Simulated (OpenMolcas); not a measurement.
**CH3F (SMILES CF) at HF/6-31G(d) (Cartesian functions)**

Aim: an optimisation with harmonic vibrations of CH3F. 

The results are computed with OpenMolcas 26.06.

1 further run of the same task is left out (set aside as unsound or not needed). Runs told in other sessions of the task aren't counted.

## (1) The structure to begin with

CH3F has 5 atoms, charge 0, and is taken as a singlet. SMILES: `CF`. Geometry: relaxed at PBE0-D4/def2-TZVP. The run starts from this shape.

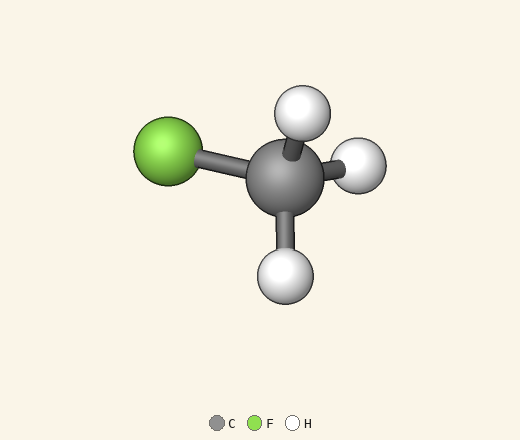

The structure, seen from a chosen angle (carbon grey, fluorine green, hydrogen white).

## (2) An optimisation with harmonic vibrations at HF/6-31G(d) (Cartesian functions)

The input, mol.xyz:

```xyz
5

C     -0.050700     0.032900     0.007800
F      1.094100    -0.710500    -0.168600
H     -0.918700    -0.626900    -0.058000
H     -0.104800     0.796000    -0.772000
H     -0.019800     0.508500     0.990700
```

The input, run.inp:

```
* CH3F Hartree-Fock

&GATEWAY
  BASLIB = $CurrDir
  COORD = mol.xyz
  BASIS = 6-31Gs
  GROUP = NoSym
>>> EXPORT MOLCAS_MAXITER=50
>>> Do While

&SEWARD

&SCF
  PRORBITALS = 0

&SLAPAF
>>> EndDo
>>> COPY $Project.Opt.xyz $CurrDir/final.xyz
>>> COPY $Project.slapaf.h5 $CurrDir/final.slapaf.h5

&MCKINLEY

&MCLR
  THERMOCHEMISTRY
  3
  1.0
  298.15
  End of PT
```

The basis set 6-31G* is read from a file made from the Basis Set Exchange's data (not shown).

Started as:

```
$ export MOLCAS_MEM=1860
$ pymolcas run.inp > run.log
```

Output:

```text
--- Start Module: gateway ---
[...]
--- Stop Module: gateway /rc=_RC_ALL_IS_WELL_ ---
[...]
      Basis functions           36
[...]
       Convergence after  10 Iterations
[...]
::    Total SCF energy                               -139.0342572225
[...]
 *              Molecular gradients               *
 **************************************************
  Irreducible representation: a
 ------------------------------------------------------------------------------------------
                              X                       Y                       Z
 ------------------------------------------------------------------------------------------
  C1               -1.14787288535467E-03    6.67284982219574E-04    1.87251853708492E-04
  F2                8.80068772131803E-03   -5.71494364862080E-03   -1.35205643815262E-03
  H3               -6.57554697029861E-03   -4.35454552100856E-03   -3.97742219687039E-04
  H4               -8.45166443172340E-04    5.72970897672320E-03   -5.47611429502748E-03
  H5               -2.32101422492081E-04    3.67249521067148E-03    7.03866109915818E-03
 ------------------------------------------------------------------------------------------
[...]
 Geometry is converged in   5 iterations to a Minimum Structure
*****************************************************************************************************************
*****************************************************************************************************************
++ Geometry section
********************************************************************************
  Geometrical information of the final structure
********************************************************************************
  NOTE: on convergence the final predicted structure will be printed here.
  This is not identical to the structure printed in the head of the output.
 *********************************************************
[...]
       Convergence after   2 Iterations
[...]
::    Total SCF energy                               -139.0346152257
[...]
      Total spin, S                                     0.0000000000
[...]
      Total electronic charge=   18.000000
      Total            charge=   -0.000000
[...]
      Dipole Moment (debye):
      Origin of the operator (angstrom)=    0.5573   -0.3619   -0.0859
                   X= -1.6548E+00               Y=  1.0746E+00               Z=  2.5501E-01           Total=  1.9895E+00
      Quadrupole Moment (debye*angstrom):
[...]
--- Start Module: mclr ---
[...]
     Frequency:        i3.50      0.01      0.02      0.04      2.76      2.81
[...]
     Frequency:      1186.40   1311.86   1311.87   1651.65   1653.21   1653.21
[...]
--- Stop Module: mclr /rc=_RC_ALL_IS_WELL_ ---
--- Start Module: mclr ---
[...]
        Frequency:         1653.21 cm-1
      ---------------------------------
[...]
        Frequency:         3233.22 cm-1
      ---------------------------------
[...]
        Frequency:         3313.55 cm-1
      ---------------------------------
[...]
        Frequency:         3313.55 cm-1
      ---------------------------------
[...]
--- Stop Module: mclr /rc=_RC_ALL_IS_WELL_ ---
[...]
```

Wall time 11 s (1 thread of Arm Neoverse V1, shared host); peak memory 0.38 GiB.

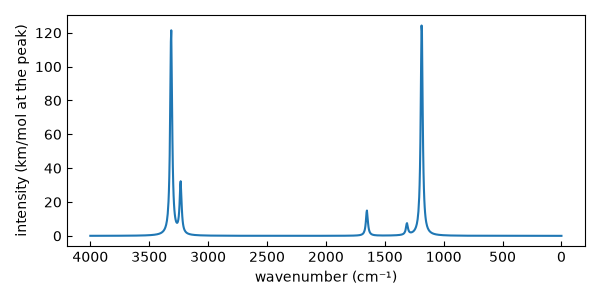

Harmonic infrared spectrum, unscaled, lines broadened by 10 cm⁻¹.

## (3) Results

At HF/6-31G* (Cartesian functions):

```
                                                           quantity             value
                                                       total energy     -139.03462 Eh
                                                      dipole moment            1.99 D
                                                        HOMO energy         -14.22 eV
                                                        LUMO energy           6.82 eV
                                                      HOMO–LUMO gap          21.04 eV
                                         lowest harmonic wavenumber         1186 cm⁻¹
                                        highest harmonic wavenumber         3314 cm⁻¹
                                                  zero-point energy      111.4 kJ/mol
ideal-gas entropy at 298.15 K and 1 atm (symmetry number 3 as used)  53.0 cal/(mol K)
```

What this shows: At the final geometry: Bond lengths: C1–F2 1.365 Å, C1–H3 1.082 Å, C1–H4 1.082 Å, C1–H5 1.082 Å. Angles: F2–C1–H3 109.1°, F2–C1–H4 109.1°, F2–C1–H5 109.1°, H3–C1–H4 109.8°, H3–C1–H5 109.8°, H4–C1–H5 109.8°. All 9 modes are real, so the shape is a minimum at this level.
